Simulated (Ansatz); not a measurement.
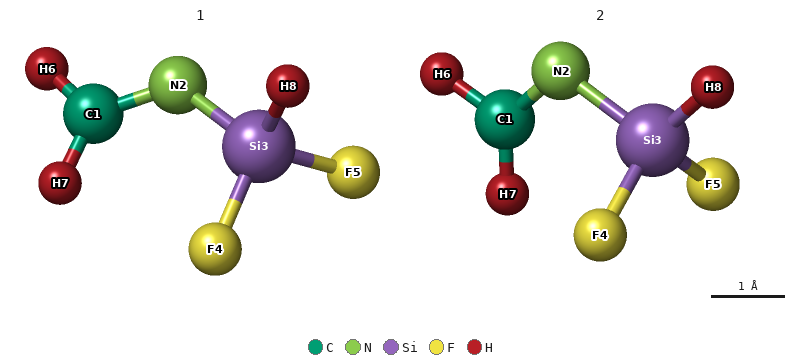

Two geometries of CH$_{3}$F$_{2}$NSi (coarse preliminary run), drawn at one scale. One is the start of a relaxation, the other its converged end. Style: ball-and-stick. Shown from a free direction.

All numbers below come from RKS PBE-D4/def2-SVP (Ansatz 0.2.0). Settings: force threshold 0.03 eV/Å; at most 200 steps.

Q: Which one is relaxed?

A: Structure 1 is the relaxed one. The start comes from a force field. Over 13 accepted moves (15 points after the start) the energy falls by 0.404 eV. Largest force component: 3.9 eV/Å at the start, 0.0086 eV/Å at the end. The line search rejected the trial steps at points 2, 12 of the run. The atom that moves furthest after the best rigid fit is H7 (0.95 Å). Largest moves by element: H 0.95 Å, F 0.62 Å, N 0.56 Å, C 0.18 Å, Si 0.17 Å. Among the contacts that change: Si3–H8 1.410 → 1.486 Å, C1–H6 1.167 → 1.115 Å, C1–H7 1.069 → 1.119 Å, C1–N2 1.312 → 1.275 Å. Among the angles between lasting bonds that change: C1–N2–Si3 113.1° → 125.8°, N2–C1–H6 113.9° → 120.2°, N2–Si3–F4 106.6° → 112.3°. Groups turn about N2–Si3 by about 60°. The run took 26 s on 2 threads of Arm Neoverse V1 (shared host).
